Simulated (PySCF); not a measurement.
## Electronic structure of C6H9FOSi (SMILES O=C/C=C(\F)[SiH2]C1CC1) in real space

```xyz
18

O     4.4380    0.5196    0.6647
C     3.5870    0.4059   -0.1819
C     2.2678   -0.1761    0.0458
C     1.3146   -0.2878   -0.8852
F     1.5699    0.1634   -2.1312
Si   -0.4470   -0.9843   -0.6708
C    -1.5557    0.4774   -0.2487
C    -1.6844    0.9437    1.1785
C    -2.8328    0.2619    0.5175
H     3.7609    0.7472   -1.2189
H     2.0597   -0.5356    1.0417
H    -0.3963   -1.9484    0.4294
H    -0.8256   -1.6011   -1.9429
H    -1.5960    1.2668   -0.9919
H    -1.1470    0.4073    1.9459
H    -1.7490    2.0056    1.3625
H    -3.6959    0.8502    0.2445
H    -3.0769   -0.7422    0.8294
```

Geometry: GFN2-xTB.

Theory: PBE0/pcSseg-1, SCF density, gas phase, non-relativistic (PySCF 2.14.0).

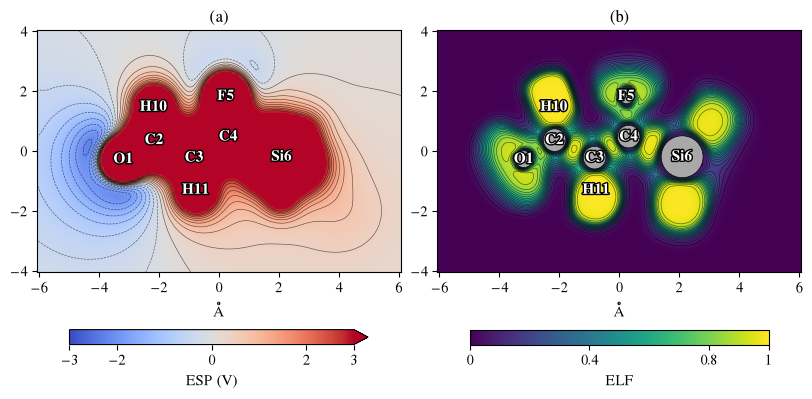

Figure 1. (a) electrostatic potential; (b) electron localisation function on the plane of atoms C2, C3 and H11. Grey discs cover the atomic cores in the ELF map.

### Describe what can be read from this map.

The plane passes through O, C, F, Si and H nuclei.
C–O (1.21 Å): the ELF peaks at about 0.85 between the atoms: a short, multiple covalent bond.
C–C (1.34 Å): the ELF peaks at about 0.95 between the atoms: a multiple bond.
C–F (1.35 Å): the ELF peaks at about 0.85 between the atoms, as expected for a polar covalent bond.
C–Si (1.91 Å): the ELF peaks at about 1 between the atoms, as expected for a covalent bond.
C–H (1.08 Å): the ELF climbs to about 1 towards the hydrogen, as it does in any bond to H; a covalent bond by its length.
The ELF also peaks beside O1 and F5, away from the bonds: lone-pair regions.
Outside the dense part of the molecule the potential is most negative (−2.2 V) near O1.

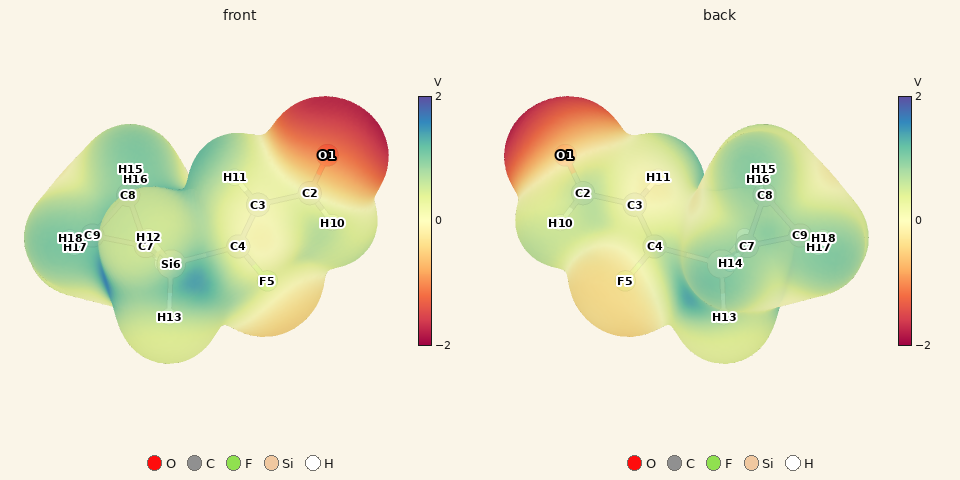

Figure 2. The molecular electrostatic potential painted on the density surface at 0.002 e/bohr³, seen from the front and from behind; red is negative and blue positive.

### Describe the electrostatic potential map.

The most negative region (about −1.8 V, or −42 kcal/mol for a unit charge) lies over O1, the most positive (about +1.5 V, or +35 kcal/mol for a unit charge) over Si6. O1 is the likeliest acceptor of a hydrogen bond.
